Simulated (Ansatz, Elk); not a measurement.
## Ba2Nb3: X-ray structure factors from the self-consistent density

Structure refinements treat a crystal as free atoms side by side. For a made-up structure of Ba2Nb3 (cell and positions from a PBEsol relaxation) the runs below show what the calculated density changes in F(hkl).

Program: Elk 11.2.3 (patched build). Level of theory: DFT, PBE, all-electron APW+lo, Dirac cores, scalar-relativistic bands, static density, no spin. Results are calculated unless marked as measured.

The structure was built from a prototype and need not be the compound's stable phase.

### 1. The starting structure

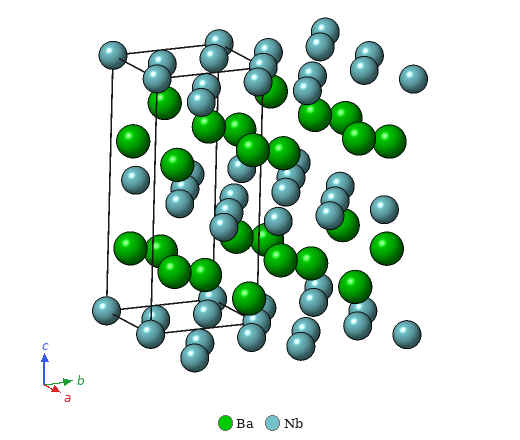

The starting structure, seen slightly off an axis (barium green, niobium teal). 2×2×1 cells are drawn. This picture shows the conventional cell, with its axes. Some periodic images of atoms are drawn too.

### 2. Ground state and structure factors

An all-electron density is needed, since X-rays see the cores too. Task 0 finds the density and task 195 Fourier-transforms it; tshift is off so that phases refer to the origin typed.

elk.in reads:

```
tasks
  0
  195

xctype
  20

spinpol
  .false.

rgkmax
  7.0

gmaxvr
  14.0

lmaxo
  7

lmaxapw
  8

swidth
  0.002

tshift
  .false.

ramdisk
  .false.

hmaxvr
  5.5

maxscl
  120

epspot
  1e-06

sppath
  './'

avec
  -4.15283380646 5.10961013064 11.34660248227
  4.15283380646 -5.10961013064 11.34660248227
  4.15283380646 5.10961013064 -11.34660248227

atoms
  2
  'Ba.in'
  2
  0.2904728607 0.7904728607 0.5000000000   0.000000 0.000000 0.000000
  0.7095271393 0.2095271393 0.5000000000   0.000000 0.000000 0.000000
  'Nb.in'
  3
  0.2562002058 0.5000000000 0.7562002058   0.000000 0.000000 0.000000
  0.7437997942 0.5000000000 0.2437997942   0.000000 0.000000 0.000000
  -0.0000000000 -0.0000000000 0.0000000000   0.000000 0.000000 0.000000

ngridk
  7 7 7
```

Command:

```console
$ OMP_NUM_THREADS=4 elk
```

Numbers of over 12 decimals in the logs are rounded to 6 here.

Output:

```text
┌─────────────────────────┐
│ Elk code version 11.2.3 │
└─────────────────────────┘

All units are atomic (Hartree, Bohr, etc.)

┌─────────────────────────────────────────────────┐
│ Ground-state run starting from atomic densities │
└─────────────────────────────────────────────────┘

Lattice vectors :
  -4.152833806       5.109610131       11.34660248
   4.152833806      -5.109610131       11.34660248
   4.152833806       5.109610131      -11.34660248

Reciprocal lattice vectors :
 -0.1243841221E-16  0.6148399923      0.2768751843
  0.7564937101     -0.4137084819E-17  0.2768751843
  0.7564937101      0.6148399923      0.8903289134E-17

Unit cell volume      :    963.0706480
Brillouin zone volume :   0.2575618040

Muffin-tin inner radius fraction :   0.1000000000E-01

Nuclei treated as point charges

Species : 1 (Ba)
 parameters loaded from : Ba.in
 name : barium
 nuclear charge    :   -56.00000000
 electronic charge :    56.00000000
 atomic mass :    250331.8071
 muffin-tin radius :    2.800000000
 number of radial points in muffin-tin :   1393
 inner part over the whole radius :   0.9950032293E-02
 number on inner part of muffin-tin    :    996
 approximate nuclear radius :   0.9171481901E-04
 number of mesh points to nuclear radius :    504
 atomic positions (lattice), magnetic fields (Cartesian) :
  1 :   0.29047286 -0.20952714  0.50000000    0.00000000  0.00000000  0.00000000
  2 :  -0.29047286  0.20952714  0.50000000    0.00000000  0.00000000  0.00000000

Species : 2 (Nb)
 parameters loaded from : Nb.in
 name : niobium
 nuclear charge    :   -41.00000000
 electronic charge :    41.00000000
 atomic mass :    169357.9704
 muffin-tin radius :    2.429629482
 number of radial points in muffin-tin :   1193
 inner part over the whole radius :   0.9995136074E-02
 number on inner part of muffin-tin    :    847
 approximate nuclear radius :   0.8268951942E-04
 number of mesh points to nuclear radius :    420
 atomic positions (lattice), magnetic fields (Cartesian) :
  1 :   0.25620021  0.50000000 -0.24379979    0.00000000  0.00000000  0.00000000
  2 :  -0.25620021  0.50000000  0.24379979    0.00000000  0.00000000  0.00000000
  3 :   0.00000000  0.00000000  0.00000000    0.00000000  0.00000000  0.00000000

Total number of atoms per unit cell :    5
Total muffin-tin volume :    364.1358602
 ratio of muffin-tin to unit cell volume :   0.3780988040

Spin treatment :
 spin-unpolarised

Number of Bravais lattice symmetries :    8
Number of crystal symmetries         :    8
Crystal has inversion symmetry
Real symmetric eigensolver will be used

k-point grid :      7     7     7
k-point offset :    0.000000000       0.000000000       0.000000000
k-point set is reduced with full crystal symmetry group
Total number of k-points :       64

Muffin-tin radius times maximum |G+k| :    7.000000000
 using average radius
Maximum |G+k| for APW functions       :    2.715517335
Maximum (1/2)|G+k|²                   :    3.687017197
Maximum |G| for potential and density :    14.00000000
Constant for pseudocharge density :   10
 order of it for each species :   17  17
 order of it for pair densities of each species (exact exchange by exxq0 0: 18) :   12   8
Radial integration step length :    1

G-vector grid sizes :     60    60    60
Number of G-vectors :    44655

Maximum angular momentum used for
 APW functions            :    8
 outer part of muffin-tin :    7
 inner part of muffin-tin :    2

Total nuclear charge    :   -235.0000000
Total core charge       :    156.0000000
Total valence charge    :    79.00000000
Total excess charge     :    0.000000000
Total electronic charge :    235.0000000

Effective Wigner radius, rₛ :   0.9927362757

Number of empty states         :     20
Total number of valence states :     60
Total number of core states    :    156

Third-order local-orbitals added for an l without core states : T
Total number of local-orbitals :     90

Exchange-correlation functional :     20     0     0
[...]
Hartree                     :      8463.1941881208
 Madelung                    :     -33677.480383287
 xc potential                :     -985.62294583957
 exchange                    :     -741.02819444176
 correlation                 :     -12.482370050461
 electron entropic           :    -0.22927369231111E-02
 total energy                :     -27741.578668229

Density of states at Fermi energy :    175.9590240
 (states/Hartree/unit cell)

Estimated indirect band gap :   0.2852035781E-03
 from k-point 49 to k-point 9
Estimated direct band gap   :   0.3205886835E-03
 at k-point 49

Charges :
 core                        :    156.0000000
 valence                     :    79.00000000
 interstitial                :    11.31158134
 muffin-tins (core leakage)
  species : 1 (Ba)
   atom 1                    :    53.80018913     (  0.5196589882E-05)
[...]
species : 2 (Nb)
[...]
total in muffin-tins        :    223.6884187
 total calculated charge     :    234.9998574
 total charge                :    235.0000000
 error                       :   0.1425702838E-03

RMS change in Kohn-Sham potential (target) :   0.1096415231     (  0.1000000000E-05)
Absolute change in total energy (target)   :   0.1446957318     (  0.1000000000E-03)

[... loops 3 to 16 left out ...]

┌──────────────────┐
│ Loop number : 17 │
└──────────────────┘

Energies :
 Fermi                       :     0.294599
 sum of occupied eigenvalues :     -16818.968368636
 electron kinetic            :      29238.837191826
 core electron kinetic       :      28464.416998974
 Coulomb                     :     -56224.736182912
 Coulomb potential           :     -45073.990208874
 nuclear-nuclear             :     -2727.5049809553
 electron-nuclear            :     -61975.249298973
 Hartree                     :      8478.0180970162
 Madelung                    :     -33687.741078475
 xc potential                :     -983.81535158829
 exchange                    :     -741.59003698857
 correlation                 :     -12.479671439429
 electron entropic           :    -0.22066266999829E-02
 total energy                :     -27739.970906141

Density of states at Fermi energy :    166.8465299
 (states/Hartree/unit cell)

Estimated indirect band gap :   0.2169623492E-03
 from k-point 48 to k-point 9
Estimated direct band gap   :   0.2164884111E-02
 at k-point 52

Charges :
 core                        :    156.0000000
 valence                     :    79.00000000
 interstitial                :    10.71081990
 muffin-tins (core leakage)
  species : 1 (Ba)
[...]
species : 2 (Nb)
[...]
total in muffin-tins        :    224.2891801
 total calculated charge     :    234.9999019
 total charge                :    235.0000000
 error                       :   0.9811874310E-04

RMS change in Kohn-Sham potential (target) :   0.1838519924E-06 (  0.1000000000E-05)
Absolute change in total energy (target)   :   0.8727417662E-04 (  0.1000000000E-03)

Convergence targets achieved

┌──────────────────┐
│ Loop number : 18 │
└──────────────────┘

Energies :
 Fermi                       :     0.294599
 sum of occupied eigenvalues :     -16818.968347673
 electron kinetic            :      29238.837212540
 core electron kinetic       :      28464.417012098
 Coulomb                     :     -56224.736186146
 Coulomb potential           :     -45073.990209317
 nuclear-nuclear             :     -2727.5049809553
 electron-nuclear            :     -61975.249303447
 Hartree                     :      8478.0180982563
 Madelung                    :     -33687.741081487
 xc potential                :     -983.81535089567
 exchange                    :     -741.59003709892
 correlation                 :     -12.479671430861
 electron entropic           :    -0.22066265352243E-02
 total energy                :     -27739.970888762

Density of states at Fermi energy :    166.8465085
 (states/Hartree/unit cell)

Estimated indirect band gap :   0.2169428452E-03
 from k-point 48 to k-point 9
Estimated direct band gap   :   0.2164877433E-02
 at k-point 52

Charges :
 core                        :    156.0000000
 valence                     :    79.00000000
 interstitial                :    10.71081962
 muffin-tins (core leakage)
  species : 1 (Ba)
[...]
species : 2 (Nb)
   atom 1                    :    38.88064658     (  0.3094798018E-05)
   atom 2                    :    38.88064658     (  0.3094798018E-05)
   atom 3                    :    38.93205557     (  0.3107373093E-05)
 total in muffin-tins        :    224.2891804
 total calculated charge     :    234.9999019
 total charge                :    235.0000000
 error                       :   0.9811887472E-04

┌──────────────────────────────┐
│ Self-consistent loop stopped │
└──────────────────────────────┘

Wrote STATE.OUT
```

The job ended after 83 s (4 threads of Arm Neoverse V2, shared host; peak memory 0.3 GiB).

SFACRHO.OUT:

```text

h k l indices transformed by vhmat matrix:
   1.000000000       0.000000000       0.000000000    
   0.000000000       1.000000000       0.000000000    
   0.000000000       0.000000000       1.000000000    

      h      k      l  multipl.   |H|            Re(F)            Im(F)           |F|

      0      0      0      1   0.0000000       235.00000      0.14547178E-16   235.00000    
     -1     -1      1      2  0.55375037       24.061903      0.95970241E-13   24.061903    
     -1      0      0      4  0.67430563       8.9259259     -0.67082749E-14   8.9259259    
      0      1      0      4  0.80556974      -11.381874      0.85910136E-14   11.381874    
      0      0     -1      4  0.97483894      -58.622348     -0.20004492E-13   58.622348    
     -1     -2      2      4   1.0334249       97.533283     -0.20068634E-13   97.533283    
      2      2     -2      2   1.1075007       150.60287     -0.95313416E-13   150.60287    
      2      0     -1      8   1.1211380       117.77726      0.13425112E-13   117.77726    
      2      1     -2      4   1.1234863      -98.053408      0.11394537E-12   98.053408    
     -1      1     -1      2   1.2296800       58.694309      0.20886745E-13   58.694309    
      0     -2      2      4   1.3486113      -109.27048     -0.55123538E-13   109.27048    
     -2      1      0      8   1.4700529       114.49666      0.45915473E-13   114.49666    
      1      3     -2      8   1.4754216      -12.009397     -0.42001745E-17   12.009397    
     -1      1      1      2   1.5129874       177.69761      0.56339461E-13   177.69761    
     -3     -2      2      4   1.5147689      -53.227018      0.33353389E-13   53.227018    
     -2     -3      2      4   1.5775866       50.233987     -0.21748776E-12   50.233987    
      0      2      0      4   1.6111395       16.914411     -0.14876850E-13   16.914411    
      3      1     -1      4   1.6548930       14.071721      0.15329096E-12   14.071721
```

Elk indexes on the primitive cell of elk.in and gives |H| = 4π sin θ/λ in inverse bohr. Below, one row stands for each form hkl of the conventional cell (m members, Friedel mates merged), F is for one primitive cell and the density is static (no thermal factor). Free-atom factors are Waasmaier and Kirfel's, and R is Σm||F|−|F'||/Σm|F|.

```tsv
hkl	m	sin θ/λ (Å⁻¹)	abs F, DFT	neutral atoms	diff.
002	2	0.083	24.062	24.264	-0.202
011	4	0.101	8.926	8.952	-0.026
101	4	0.121	11.382	11.449	-0.067
110	4	0.147	58.622	58.328	+0.295
013	4	0.155	97.533	97.539	-0.006
004	2	0.167	150.603	151.198	-0.595
112	8	0.169	117.777	118.001	-0.224
103	4	0.169	98.053	98.298	-0.244
020	2	0.185	58.694	58.278	+0.416
022	4	0.203	109.270	109.537	-0.267
121	8	0.221	114.497	115.376	-0.879
114	8	0.222	12.009	11.747	+0.263
200	2	0.228	177.698	178.546	-0.848
015	4	0.228	53.227	53.282	-0.055
```

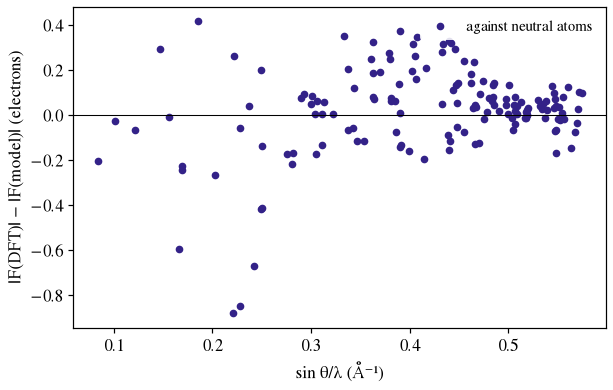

Difference between the calculated structure factors and the independent-atom ones.

### 3. The highest occupied states alone

An energy window below the Fermi level keeps the highest occupied states, to see at which angles they scatter; shallow core shells can lie inside it and anion s states outside. No new self-consistency is needed.

elk.in, as its differences from that of step 2:

```diff
@@ -1,3 +1,2 @@
 tasks
-  0
   195
@@ -40,2 +39,5 @@
 
+wsfac
+  -0.072890 0.594600
+
 sppath
```

Command:

```console
$ OMP_NUM_THREADS=4 elk
```

Output:

```text
┌─────────────────────────────────┐
│ Elk code version 11.2.3 started │
└─────────────────────────────────┘

Info(readinput): the functional depends on the density's gradient
 muffin-tin radial points multiplied by    2.00000
 (not where nrmtscf is given)

┌────────────────────┐
│ Current task : 195 │
└────────────────────┘
Info(checkmt): changed muffin-tin radius of species 2 (Nb) from   2.6000 to   2.4296

Info(sfacrho): density structure factors written to SFACRHO.OUT

 Energy window :  -0.7289000000E-01  0.5946000000

┌──────────────────┐
│ Elk code stopped │
└──────────────────┘
```

Run time: 16 s. Hardware: 4 threads; peak memory 0.17 GiB.

States within 10 eV below the Fermi level hold 19.00 electrons; any levels below the window count with the cores. Their amplitudes can exceed the total, where window and core parts have opposite phase:

```tsv
hkl	sin θ/λ (Å⁻¹)	abs F, window	abs F, all
002	0.083	9.337	24.062
011	0.101	2.545	8.926
101	0.121	2.253	11.382
110	0.147	1.568	58.622
013	0.155	1.520	97.533
004	0.167	3.582	150.603
112	0.169	1.324	117.777
103	0.169	1.187	98.053
020	0.185	0.540	58.694
022	0.203	0.786	109.270
```

### 4. Another functional

The difference from free atoms is small, so it is set against the change that LDA (Perdew-Wang) makes.

elk.in, as its differences from that of step 3:

```diff
@@ -1,2 +1,3 @@
 tasks
+  0
   195
@@ -4,3 +5,3 @@
 xctype
-  20
+  3
 
@@ -39,5 +40,2 @@
 
-wsfac
-  -0.072890 0.594600
-
 sppath
```

Command:

```console
$ OMP_NUM_THREADS=4 elk
```

Output:

```text
┌─────────────────────────┐
│ Elk code version 11.2.3 │
└─────────────────────────┘

All units are atomic (Hartree, Bohr, etc.)

┌─────────────────────────────────────────────────┐
│ Ground-state run starting from atomic densities │
└─────────────────────────────────────────────────┘

Lattice vectors :
  -4.152833806       5.109610131       11.34660248
   4.152833806      -5.109610131       11.34660248
   4.152833806       5.109610131      -11.34660248

Reciprocal lattice vectors :
 -0.1243841221E-16  0.6148399923      0.2768751843
[...]
valence                     :    79.00000000
 interstitial                :    10.69837498
 muffin-tins (core leakage)
  species : 1 (Ba)
[...]
species : 2 (Nb)
[...]
atom 2                    :    38.88707487     ( -0.1721623249E-05)
   atom 3                    :    38.93813343     ( -0.1709172835E-05)
 total in muffin-tins        :    224.3016250
 total calculated charge     :    234.9999213
 total charge                :    235.0000000
 error                       :   0.7868797482E-04

┌──────────────────────────────┐
│ Self-consistent loop stopped │
└──────────────────────────────┘

Wrote STATE.OUT
[key lines of the parts left out:]
total energy                :     -27715.399439671
```

Wall time 56 s (4 threads); peak memory 0.22 GiB; 3.1 min of CPU time.

Against the first run R = 0.02 %; the largest change is +0.036 at 004.

### 5. Basis size

A smaller basis shows how fast F responds to it; the change is likely larger than the basis error of the first run, but doesn't show convergence.

elk.in, as its differences from that of step 4:

```diff
@@ -5,3 +5,3 @@
 xctype
-  3
+  20
 
@@ -11,3 +11,3 @@
 rgkmax
-  7.0
+  5.5
```

Command:

```console
$ OMP_NUM_THREADS=4 elk
```

Output:

```text
┌─────────────────────────┐
│ Elk code version 11.2.3 │
└─────────────────────────┘

All units are atomic (Hartree, Bohr, etc.)

┌─────────────────────────────────────────────────┐
│ Ground-state run starting from atomic densities │
└─────────────────────────────────────────────────┘

Lattice vectors :
  -4.152833806       5.109610131       11.34660248
   4.152833806      -5.109610131       11.34660248
   4.152833806       5.109610131      -11.34660248

Reciprocal lattice vectors :
 -0.1243841221E-16  0.6148399923      0.2768751843
[...]
valence                     :    79.00000000
 interstitial                :    11.11172585
 muffin-tins (core leakage)
  species : 1 (Ba)
[...]
species : 2 (Nb)
[...]
atom 2                    :    38.76298289     (  0.3082065859E-05)
   atom 3                    :    38.82432005     (  0.3097118267E-05)
 total in muffin-tins        :    223.8882741
 total calculated charge     :    234.9999458
 total charge                :    235.0000000
 error                       :   0.5422707267E-04

┌──────────────────────────────┐
│ Self-consistent loop stopped │
└──────────────────────────────┘

Wrote STATE.OUT
[key lines of the parts left out:]
total energy                :     -27739.711149981
```

Wall time 65 s (4 threads); peak memory 0.27 GiB.

Against the first run R = 0.07 %; the largest change is +0.217 at 040.

### 6. Settings against the effect

```tsv
run	R against the first run (%)	R against neutral atoms, low angle (%)	wall time
PBE, rgkmax 7	0.00	0.46	83 s
LDA (Perdew-Wang)	0.02	0.46	56 s
rgkmax 5.5	0.07	0.53	65 s
```

### 7. Summary of results

```json
{
  "R against neutral atoms, sin θ/λ < 0.3 Å⁻¹": "0.46 %",
  "R against neutral atoms, 0.3 to 0.57 Å⁻¹": "0.21 %"
}
```

**Reading.** Independent neutral atoms miss the calculated amplitudes by R = 0.46 % below 0.3 Å⁻¹ and 0.21 % from there to 0.57 Å⁻¹; by shells, 0.54 % below 0.15 Å⁻¹ (4 forms), 0.46 % 0.15 to 0.3 (22 forms), 0.27 % 0.3 to 0.45 (54 forms), 0.15 % above 0.45 (69 forms). Bonding, aspherical density and the tables' own atoms all enter these figures, and the runs don't part them. The largest change of an amplitude is -0.88 electrons, at 121. The window's part falls from 19.0 electrons at the origin to at most 0.14 between 0.45 and 0.57 Å⁻¹. Below 0.3 Å⁻¹ the changes that finished (LDA (Perdew-Wang) and rgkmax 5.5) move F by R = 0.09 % at most, against the 0.46 % that separates it from free atoms. The k-mesh has no finished test. These runs have no spin, though d or f shells may be open. Part of the difference isn't bonding: the tables are fits to free atoms and ions calculated by other methods than this functional. Thermal motion, anomalous dispersion and extinction are left out.

[Logs are printed without paths, hosts, clocks, repeated set-up lines and the standing remarks that a program may print on its own settings, such as how far it seeks lower states.]

[Hosts, paths, dates, database ids (printed as entryN), source tags and the programs' standing remarks are cut or masked in the printed files.]
